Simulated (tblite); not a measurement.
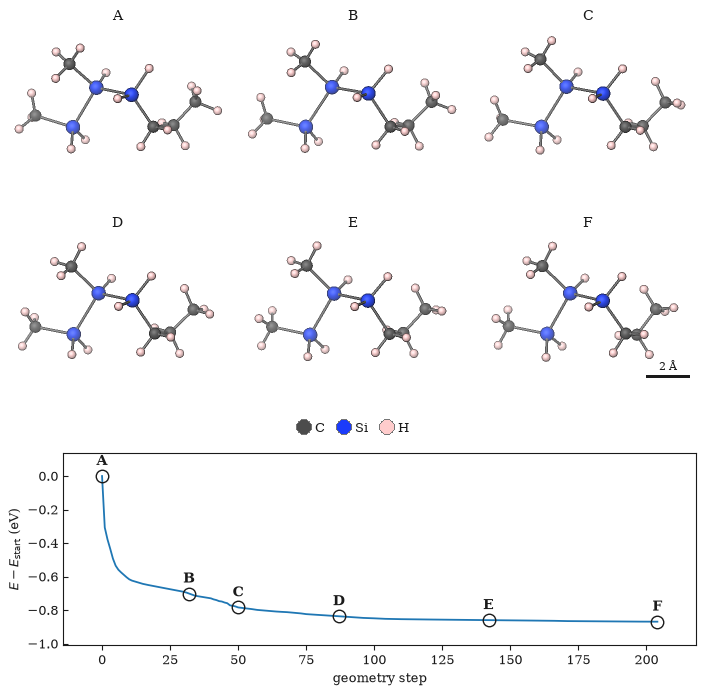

Frames of a relaxation of C5H18Si3, marked on the history of the run. A ball-and-stick model, seen at a tilt.

Computed with GFN2-xTB geometry optimisation, gas phase in tblite. 

Describe the path.

An H atom moves most after the best rigid fit: 1.58 Å. By element the largest moves are H 1.58 Å, C 0.55 Å, Si 0.41 Å. Near-neighbour distances that change, for instance: Si–Si 2.215 → 2.332 Å, C–Si 1.829 → 1.907 Å, C–H 1.137 → 1.091 Å, C–Si 1.867 → 1.910 Å. Bond angles that change, for instance: Si–Si–H 106.4° → 113.2°, Si–Si–H 108.9° → 115.2°, Si–Si–C 106.4° → 112.2°. Groups turn about C–Si by about 50°, C–C by about 45°, C–Si by about 25°. After 204 geometry steps the energy has fallen by 0.869 eV. From step 0 to 32: an H atom moves most (0.35 Å), energy −0.701 eV. From step 32 to 50: H atoms move most (0.52 Å), energy −0.082 eV. From step 50 to 87: H atoms move most (0.41 Å), energy −0.053 eV. From step 87 to 142: an H atom moves most (0.43 Å), energy −0.023 eV. From step 142 to 204: an H atom moves most (0.36 Å), energy −0.009 eV.
